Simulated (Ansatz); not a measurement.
```sh
ansatz run in.yaml --threads 11 --pin off --events-out ev --progress --plain --max-ram 174080MiB --backend cuda --devices 0, --max-vram 75GiB
```

```yaml
crystal:
  periodic: [false, false, false]
  atoms:
    - {symbol: C, position_ang: [-2.168955, 2.528981, -1.614694]}
    - {symbol: C, position_ang: [-0.890278, 2.200820, -0.860722]}
    - {symbol: C, position_ang: [-1.114636, 1.713353, 0.563861]}
    - {symbol: C, position_ang: [-1.884962, 0.406728, 0.657281]}
    - {symbol: C, position_ang: [-1.912821, -0.182501, 2.058222]}
    - {symbol: S, position_ang: [-0.315032, -0.729645, 2.706338]}
    - {symbol: C, position_ang: [-0.014928, -2.235619, 1.734196]}
    - {symbol: C, position_ang: [1.315760, -2.218260, 0.997919]}
    - {symbol: C, position_ang: [1.374832, -1.223277, -0.145768]}
    - {symbol: C, position_ang: [2.727480, -1.168119, -0.834399]}
    - {symbol: C, position_ang: [2.763494, -0.165705, -1.974900]}
    - {symbol: H, position_ang: [-1.951779, 2.927269, -2.608496]}
    - {symbol: H, position_ang: [-2.758773, 3.278683, -1.078618]}
    - {symbol: H, position_ang: [-2.799919, 1.646845, -1.747680]}
    - {symbol: H, position_ang: [-0.251943, 3.090041, -0.832119]}
    - {symbol: H, position_ang: [-0.324291, 1.440776, -1.412381]}
    - {symbol: H, position_ang: [-0.146630, 1.581160, 1.057776]}
    - {symbol: H, position_ang: [-1.646451, 2.485199, 1.135190]}
    - {symbol: H, position_ang: [-1.453600, -0.323386, -0.037153]}
    - {symbol: H, position_ang: [-2.921588, 0.555196, 0.334280]}
    - {symbol: H, position_ang: [-2.256011, 0.566142, 2.778746]}
    - {symbol: H, position_ang: [-2.611191, -1.021036, 2.119465]}
    - {symbol: H, position_ang: [-0.841756, -2.344334, 1.027244]}
    - {symbol: H, position_ang: [-0.058217, -3.085525, 2.418638]}
    - {symbol: H, position_ang: [1.509115, -3.228426, 0.616040]}
    - {symbol: H, position_ang: [2.119103, -2.005139, 1.712434]}
    - {symbol: H, position_ang: [1.121475, -0.228458, 0.235438]}
    - {symbol: H, position_ang: [0.603127, -1.475763, -0.884959]}
    - {symbol: H, position_ang: [2.988464, -2.164571, -1.209977]}
    - {symbol: H, position_ang: [3.495518, -0.912746, -0.095269]}
    - {symbol: H, position_ang: [2.024191, -0.415156, -2.741634]}
    - {symbol: H, position_ang: [2.537661, 0.843097, -1.617773]}
    - {symbol: H, position_ang: [3.743542, -0.136618, -2.456516]}
basis:
  gaussian: {orbitals: def2-TZVPP}
hamiltonian: {xc: {name: CAM-B3LYP}, dispersion: d4}
output: {orbitals: {seedname: orbitals}}
```

Work out the structure from the coordinates.

It has 33 atoms: 10 carbon, 22 hydrogen and 1 sulfur (C₁₀H₂₂S). As SMILES it reads `CCCCCSCCCCC`. It has no ring. Among its groups: thioether. The point group is C1.

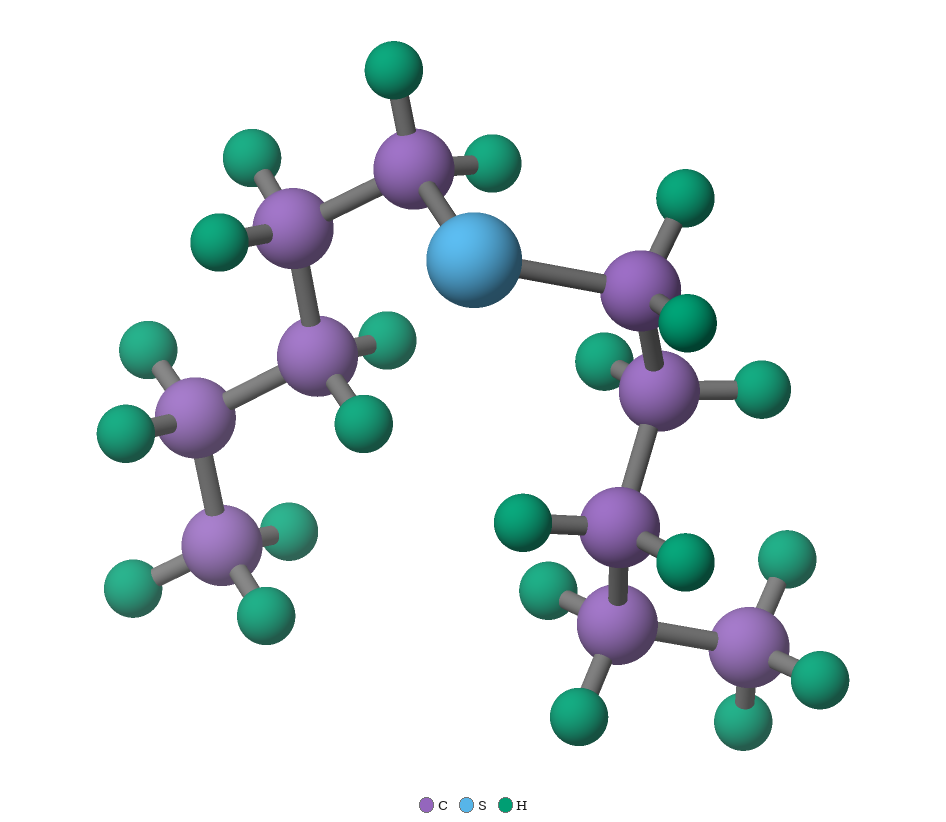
